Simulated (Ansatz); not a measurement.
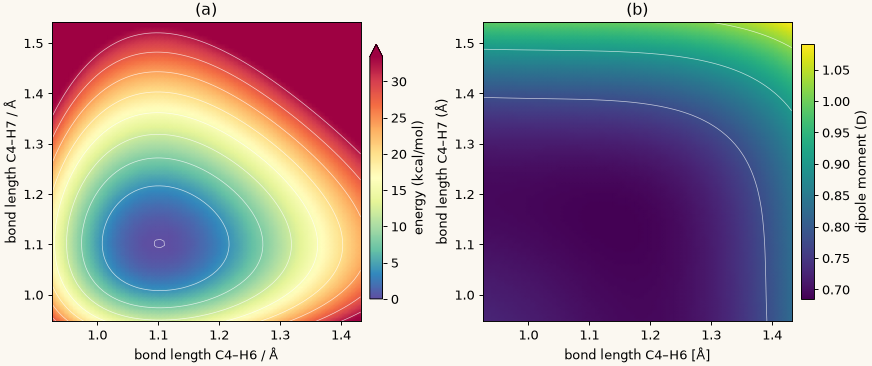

C₃H₃I, SMILES IC1=CC1. Coordinates scanned: (1) bond length C4–H6; (2) bond length C4–H7. Nothing is relaxed (all other coordinates rigid). The grid has 13 × 13 points. Points are written as (first, second). Energies are in kcal/mol, from the lowest grid point. The calculation used RKS PBE0-D4/def2-SVP (Ansatz 0.2.0).

Panel (a) is the energy and panel (b) the computed dipole moment on the same grid.

In the figure: a smooth colour map with a few white contour lines, one colour for all values above the top of the scale. Between grid points the surface is interpolated.

**How does the dipole moment vary over the map, and what is it at the lowest grid point?**

Leaving out the highest fifth of the energies, it runs from 0.69 D at (1.136 Å, 1.146 Å) to 0.92 D at (1.179 Å, 1.493 Å). At the lowest grid point, (1.094 Å, 1.096 Å), it is 0.69 D.
